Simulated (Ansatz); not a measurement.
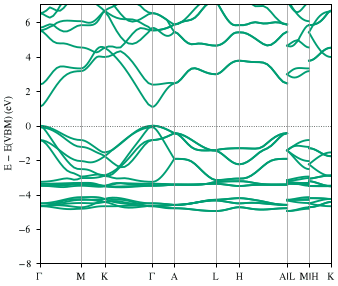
Band structure from plane-wave PAW LDA (Ansatz code)

Task: Read off the gap and where the band edges lie.

Result: About 1.1 eV (1.09 eV by a search for the band edges); maximum at Γ, minimum at Γ.

The material is AgI (wurtzite, P6_3mc).

The LDA relaxation kept the symmetry of its start; of distortions, only those at the zone centre were tested. No spin polarisation was allowed. Scalar-relativistic: spin–orbit coupling is off unless named, which matters more the heavier the elements.

Potentials: the later of the program's two PAW sets.
